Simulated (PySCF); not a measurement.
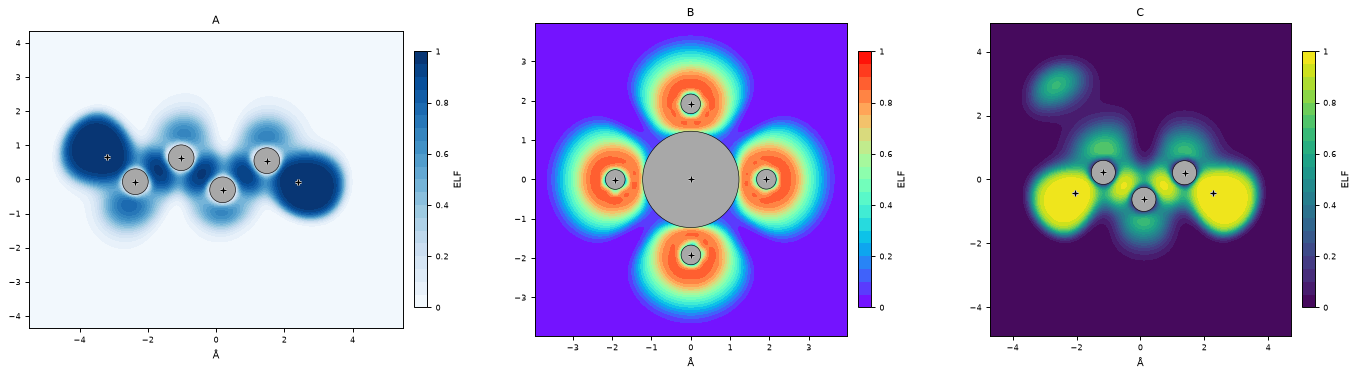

The electron localisation function of 3 systems, each on a plane through atoms (crosses mark nuclei in the plane; grey discs cover the cores).

These are results of PySCF, DFT single point, gas phase, functional BP86, not measurements.

System 1: C₅H₁₃B (SMILES BC(C)(C)CC), the plane of atoms C2, C3 and H10. Geometry: PBE0-D3(BJ)/ma-def2-SVP.

```yaml
atoms:
  - { symbol: B, position_ang: [-0.6832, 1.5298, 0.3739] }
  - { symbol: C, position_ang: [-0.4016, 0.0259, 0.0573] }
  - { symbol: C, position_ang: [-1.3952, -0.5760, 1.0857] }
  - { symbol: C, position_ang: [-0.8127, -0.4145, -1.3480] }
  - { symbol: C, position_ang: [1.0193, -0.4331, 0.4117] }
  - { symbol: C, position_ang: [2.1180, 0.1962, -0.4326] }
  - { symbol: H, position_ang: [-1.5887, 2.1158, -0.1776] }
  - { symbol: H, position_ang: [-0.0781, 2.0937, 1.2595] }
  - { symbol: H, position_ang: [-1.1415, -0.3080, 2.1242] }
  - { symbol: H, position_ang: [-2.4374, -0.2733, 0.8933] }
  - { symbol: H, position_ang: [-1.3594, -1.6774, 1.0151] }
  - { symbol: H, position_ang: [-1.8604, -0.1491, -1.5577] }
  - { symbol: H, position_ang: [-0.1966, 0.0605, -2.1265] }
  - { symbol: H, position_ang: [-0.7117, -1.5079, -1.4664] }
  - { symbol: H, position_ang: [1.2075, -0.2013, 1.4742] }
  - { symbol: H, position_ang: [1.0747, -1.5351, 0.3265] }
  - { symbol: H, position_ang: [3.1138, -0.1408, -0.1064] }
  - { symbol: H, position_ang: [2.0203, -0.0614, -1.4983] }
  - { symbol: H, position_ang: [2.1016, 1.2959, -0.3530] }
```

System 2: C₃H₉Ga (SMILES CC[CH2][GaH2]), the plane of atoms C2, C1 and H7. Geometry: PBE0-D3(BJ)/ma-def2-SVP.

```yaml
atoms:
  - { symbol: C, position_ang: [-1.3907, 0.4550, -0.6342] }
  - { symbol: C, position_ang: [-0.5978, -0.8018, -0.3071] }
  - { symbol: C, position_ang: [0.4411, -0.5837, 0.7907] }
  - { symbol: Ga, position_ang: [1.8760, 0.7078, 0.3648] }
  - { symbol: H, position_ang: [-1.9075, 0.8440, 0.2587] }
  - { symbol: H, position_ang: [-0.7329, 1.2572, -1.0124] }
  - { symbol: H, position_ang: [-2.1540, 0.2714, -1.4060] }
  - { symbol: H, position_ang: [-1.3000, -1.6016, -0.0096] }
  - { symbol: H, position_ang: [-0.1023, -1.1669, -1.2237] }
  - { symbol: H, position_ang: [-0.0438, -0.2684, 1.7323] }
  - { symbol: H, position_ang: [0.9553, -1.5320, 1.0391] }
  - { symbol: H, position_ang: [2.2052, 1.0629, -1.1380] }
  - { symbol: H, position_ang: [2.7431, 1.3573, 1.5103] }
```

System 3: F₆Ta (SMILES [F][Ta-]([F])([F])([F])([F])[F]) (charge −1), the plane of atoms F3, Ta1 and F4. Geometry: PBE0-D3(BJ)/ma-def2-SVP; core potentials replace the inner electrons of Ta.

```json
{"atom": "Ta", "x (Å)": "0.0010", "y (Å)": "0.0014", "z (Å)": "-0.0077"}
{"atom": "F", "x (Å)": "-0.0116", "y (Å)": "-0.0029", "z (Å)": "1.9131"}
{"atom": "F", "x (Å)": "0.0137", "y (Å)": "0.0056", "z (Å)": "-1.9286"}
{"atom": "F", "x (Å)": "1.9211", "y (Å)": "0.0114", "z (Å)": "0.0050"}
{"atom": "F", "x (Å)": "-1.9192", "y (Å)": "-0.0085", "z (Å)": "-0.0203"}
{"atom": "F", "x (Å)": "-0.0091", "y (Å)": "1.9218", "z (Å)": "-0.0036"}
{"atom": "F", "x (Å)": "0.0108", "y (Å)": "-1.9190", "z (Å)": "-0.0120"}
```

### Match each panel to its system.

Panel A is system 1, C₅H₁₃B: the plane holds C and H. C–C (1.52 Å): the ELF peaks at about 0.95 between the atoms; a covalent bond. Panel B is system 3, F₆Ta: the plane holds Ta and F. Ta–F (1.92 Å): the ELF peaks at about 0.85 in the valence shell of F, 0.6 Å from its nucleus, and drops to about 0.20 between the two atoms. Panel C is system 2, C₃H₉Ga: the plane holds C and H. C–C (1.52 Å): the ELF peaks at about 0.95 between the atoms: a shared electron pair.
